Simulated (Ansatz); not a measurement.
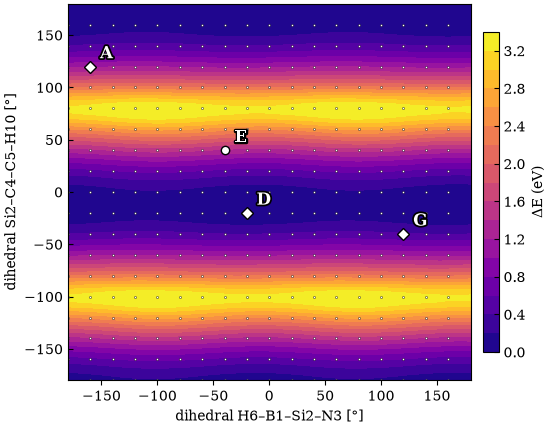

C₂H₆BNSi, SMILES B[SiH]1NC1=C. First axis: dihedral H6–B1–Si2–N3. Second axis: dihedral Si2–C4–C5–H10. Nothing is relaxed (all other coordinates rigid). The grid has 18 × 18 points. Energies: eV, counted from the relaxed molecule at the same level. The dihedral twists a double bond; near 90° a spin-restricted reference is unreliable. The calculation used Ansatz 0.2.0, RHF/def2-SVP.

The picture shows filled contours, dots at the grid points, lettered points. Between grid points the surface is interpolated.

**Is G the lowest point of the computed grid?**

No. G lies 0.38 eV above the lowest grid point, which is at dihedral H6–B1–Si2–N3 = 160°, dihedral Si2–C4–C5–H10 = −20°.

**What kind of point is each of A, D, E, G: minimum, saddle, maximum or slope?**

A: on a slope; D: minimum; E: on a slope; G: on a slope. (In these two coordinates alone; a stationary point may lie a little off the grid point.)
